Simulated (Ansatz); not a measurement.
## Run report: WO$_{4}$, geometry relaxation

The run: geometry relaxation of WO$_{4}$, multiplicity 3, SMILES [O][W]([O])(=[O])=[O]. Method and program: UKS PBE-D4/def2-SVPD (Ansatz 0.2.0).

The geometry comes from this level: GFN2-xTB. Figures and captions count atoms from 1; the log counts them from 0 in places.

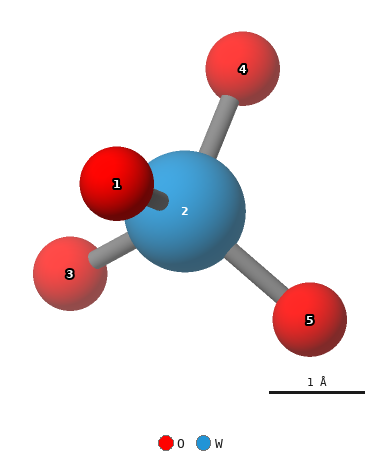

**Figure 1.** The starting structure (ball-and-stick view, seen at a tilt; atoms are numbered from 1 in the order of the input). Sticks mark near contacts. Bond lengths as drawn: O–W 1.75 Å.

### Key numbers

| quantity | value |
| --- | --- |
| outcome | converged |
| total energy | −10002.0197 eV |
| mean-field energy | −10001.8978 eV |
| ⟨S²⟩ | 2.027 |
| SCF solution under orbital rotations | stable |
| largest force (length of the vector) at the end | 0.013 eV/Å |
| hardware | 4 threads of Intel Xeon @ 2.90GHz (Ice Lake), 64 GiB of memory available, shared host |
| wall time | 45 s (CPU time 2.8 min) |
| peak memory | 0.39 GiB |

### The input
```yaml
crystal:
  periodic: [false, false, false]
  atoms:
    - { symbol: O, position_ang: [1.49023, -0.01919, -0.91184] }
    - { symbol: W, position_ang: [-9.0e-05, -8.0e-05, -3.0e-05] }
    - { symbol: O, position_ang: [-1.35601, 0.04459, -1.10084] }
    - { symbol: O, position_ang: [-0.09734, -1.43855, 0.98677] }
    - { symbol: O, position_ang: [-0.03693, 1.41313, 1.0268] }
magnetization:
  spin_polarized: true
  initial_magnetization: 2
basis:
  gaussian: { orbitals: def2-SVPD }
hamiltonian:
  xc: pbe
  dispersion: d4
relax:
  f_tol: 0.03
  max_steps: 200
```

Launch command:
```bash
ansatz run input.yaml --threads 4 --pin off --max-ram 10240MiB --backend cpu --events-out ev --progress --plain --runs-dir out
```

### Log
```
The last accepted step is kept in [file] (removed where the run ends without a failure and the disk answers)
Engine: ansatz 0.2.0, x86_64-unknown-linux-gnu
Functional definition: PBE
  parameter kappa = 0.804
  parameter beta = 0.06672455060314922
  exchange = pbe_x(kappa = kappa, mu = beta*pi^2/3)
  correlation = pbe_c(beta = beta)
1056 factors; their error is unknown
mean field evaluation 1: about -9985.3864 eV, gradient 6.7e1 eV
mean field evaluation 2: about -9807.2155 eV, gradient 2.1e2 eV
mean field evaluation 4: about -9986.6819 eV, gradient 5.8e1 eV
mean field evaluation 8: about -9996.0720 eV, gradient 3.4e1 eV
mean field evaluation 16: about -10001.4642 eV, gradient 5.0e-2 eV
mean field evaluation 32: about -10001.4665 eV, gradient 2.3e-5 eV
mean field evaluation 64: about -10001.4466 eV, gradient 1.3e0 eV
mean field evaluation 96: about -10001.2241 eV, gradient 5.3e0 eV
mean field evaluation 128: about -10001.4596 eV, gradient 9.9e-1 eV
mean field evaluation 160: about -10000.7860 eV, gradient 8.9e0 eV
mean field evaluation 192: about -10001.4663 eV, gradient 4.8e-2 eV
mean field evaluation 224: about -10001.2856 eV, gradient 4.9e0 eV
mean field -10001.46699449 eV, -367.5471328096 hartree, gradient 2.9e-6 eV, S^2 2.020982; 20 other end points of the search recorded, 0 dependent functions left out
the calculation of the forces begins
reference -10001.46704403 eV, -367.5471346304 hartree; 24, 22 occupied and 103, 105 virtual orbitals, 1056 factors
relax step   1: F+E_penalty+E_count = -10001.59269395 eV  Δ(F+E_penalty+E_count) = +0.000e0 eV  max|allowed force component| = 2.622e0 eV/Å  Δτ_max = 0.0000 Å  (1218 SCF iters, accepted)
these checks for a lower state are left out or cut short: starts, cluster_reference, orbital_swaps, neighbouring_geometries, increment
1056 factors; their error is unknown
mean field evaluation 256: about -10001.8859 eV, gradient 8.3e-3 eV
mean field -10001.88588215 eV, -367.5625266474 hartree, gradient 4.8e-6 eV, S^2 2.026983; 1 other end points of the search recorded, 0 dependent functions left out
the calculation of the forces begins
reference -10001.88593219 eV, -367.5625284861 hartree; 24, 22 occupied and 103, 105 virtual orbitals, 1056 factors
relax step   2: F+E_penalty+E_count = -10002.00795496 eV  Δ(F+E_penalty+E_count) = -4.153e-1 eV  max|allowed force component| = 1.387e-1 eV/Å  Δτ_max = 0.0737 Å  (141 SCF iters, accepted)
these checks for a lower state are left out or cut short: starts, cluster_reference, orbital_swaps, neighbouring_geometries, increment
1056 factors; their error is unknown
mean field evaluation 288: about -10001.8968 eV, gradient 1.1e-5 eV
mean field -10001.89678477 eV, -367.5629273112 hartree, gradient 1.5e-6 eV, S^2 2.027389; 0 other end points of the search recorded, 0 dependent functions left out
the calculation of the forces begins
reference -10001.89683491 eV, -367.5629291537 hartree; 24, 22 occupied and 103, 105 virtual orbitals, 1056 factors
relax step   3: F+E_penalty+E_count = -10002.01866472 eV  Δ(F+E_penalty+E_count) = -1.071e-2 eV  max|allowed force component| = 7.223e-2 eV/Å  Δτ_max = 0.0347 Å  (59 SCF iters, accepted)
these checks for a lower state are left out or cut short: starts, cluster_reference, orbital_swaps, neighbouring_geometries, increment
1056 factors; their error is unknown
mean field -10001.89775605 eV, -367.5629630050 hartree, gradient 1.9e-6 eV, S^2 2.027267; 0 other end points of the search recorded, 0 dependent functions left out
the calculation of the forces begins
reference -10001.89780621 eV, -367.5629648483 hartree; 24, 22 occupied and 103, 105 virtual orbitals, 1056 factors
relax step   4: F+E_penalty+E_count = -10002.01969470 eV  Δ(F+E_penalty+E_count) = -1.030e-3 eV  max|allowed force component| = 1.095e-2 eV/Å  Δτ_max = 0.0125 Å  (54 SCF iters, accepted)
1056 factors; their error is unknown
mean field evaluation 320: about -10001.9526 eV, gradient 6.2e-2 eV
mean field evaluation 352: about -10000.8026 eV, gradient 5.2e0 eV
mean field evaluation 384: about -10001.5462 eV, gradient 5.6e0 eV
mean field evaluation 416: about -10001.7649 eV, gradient 2.9e-2 eV
```

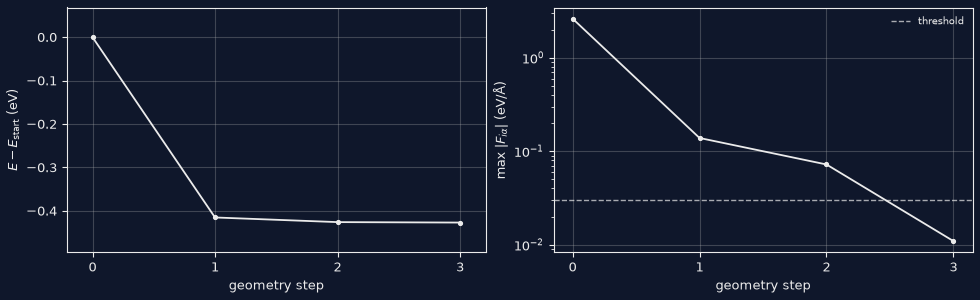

**Figure 2.** Progress of the relaxation, step by step (the first geometry is step 0 here and step 1 in the log).

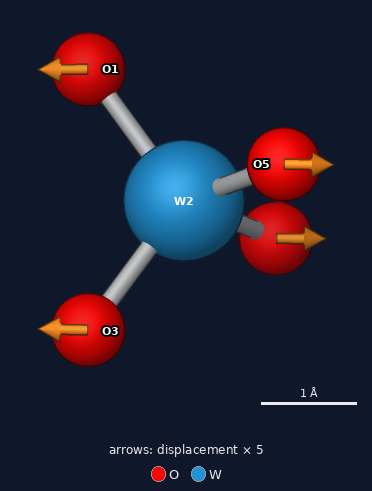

**Figure 3.** The starting structure with the displacements as orange arrows, magnified 5 times (ball-and-stick view, seen at a tilt). The two geometries are laid on each other by the best rigid fit. The largest moves after the best rigid fit, 0.11 Å, are those of O1, O3, O4 and O5. W stays in place. Among the contacts that change: O1–W2 1.747 → 1.810 Å. Among the angles that change: O1–W2–O3 109.5° → 103.8°, O1–W2–O4 109.5° → 112.4°. Over 3 geometry steps the energy falls by 0.427 eV. The largest force component goes from 2.6 to 0.011 eV/Å. (Atoms are counted from 1 in the order of the input.)

```
mean field -10001.89775605 eV, -367.5629630050 hartree, gradient 1.9e-6 eV, S^2 2.027267; 11 other end points of the search recorded, 0 dependent functions left out
the calculation of the forces begins
reference -10001.89780621 eV, -367.5629648483 hartree; 24, 22 occupied and 103, 105 virtual orbitals, 1056 factors
Total energy: -10002.01974486 eV, -367.5674460112 hartree
Atom 0 at     1.495646    -0.017622    -1.019296 Å, force    -0.010946     0.000161     0.006223 eV/Å
Atom 1 at    -0.000029    -0.000021     0.000171 Å, force     0.000521     0.000444    -0.000233 eV/Å
Atom 2 at    -1.347114     0.045671    -1.208024 Å, force     0.009552    -0.000314     0.007187 eV/Å
Atom 3 at    -0.104699    -1.438445     1.093979 Å, force     0.000628     0.009917    -0.006267 eV/Å
Atom 4 at    -0.043945     1.410318     1.134030 Å, force     0.000246    -0.010208    -0.006910 eV/Å
Dipole moment:     0.000044     0.000038     0.000003 e Å
```

### Trajectory as extended XYZ (Å, eV, eV/Å), 4 frames, from step=1 to step=4
```
5
Properties=species:S:1:pos:R:3:forces:R:3 step=1 energy=-10001.59269
O     1.4902   -0.0192   -0.9118    2.6216  -0.0289  -1.9009
W    -0.0001   -0.0001    0.0000    0.0032   0.0029   0.0029
O    -1.3560    0.0446   -1.1008   -2.3490   0.0808  -2.2329
O    -0.0973   -1.4385    0.9868   -0.1915  -2.5162   2.0313
O    -0.0369    1.4131    1.0268   -0.0843   2.4613   2.0996
5
Properties=species:S:1:pos:R:3:forces:R:3 step=2 energy=-10002.00795
O     1.5203   -0.0188   -0.9792   -0.0108   0.0024  -0.1387
W     0.0000    0.0000    0.0001    0.0012   0.0011   0.0012
O    -1.3768    0.0459   -1.1715    0.0281   0.0010  -0.1369
O    -0.1026   -1.4650    1.0553   -0.0091   0.0170   0.1378
O    -0.0409    1.4378    1.0961   -0.0093  -0.0214   0.1366
5
Properties=species:S:1:pos:R:3:forces:R:3 step=3 energy=-10002.01866
O     1.5037   -0.0179   -1.0097   -0.0722   0.0014   0.0087
W     0.0000    0.0000    0.0001    0.0007   0.0006  -0.0001
O    -1.3563    0.0457   -1.1995    0.0698  -0.0017   0.0176
O    -0.1043   -1.4469    1.0848    0.0024   0.0706  -0.0118
O    -0.0432    1.4190    1.1251   -0.0006  -0.0709  -0.0143
5
Properties=species:S:1:pos:R:3:forces:R:3 step=4 energy=-10002.01970
O     1.4956   -0.0176   -1.0193   -0.0109   0.0002   0.0062
W     0.0000    0.0000    0.0002    0.0005   0.0004  -0.0002
O    -1.3471    0.0457   -1.2080    0.0096  -0.0003   0.0072
O    -0.1047   -1.4384    1.0940    0.0006   0.0099  -0.0063
O    -0.0439    1.4103    1.1340    0.0002  -0.0102  -0.0069
```
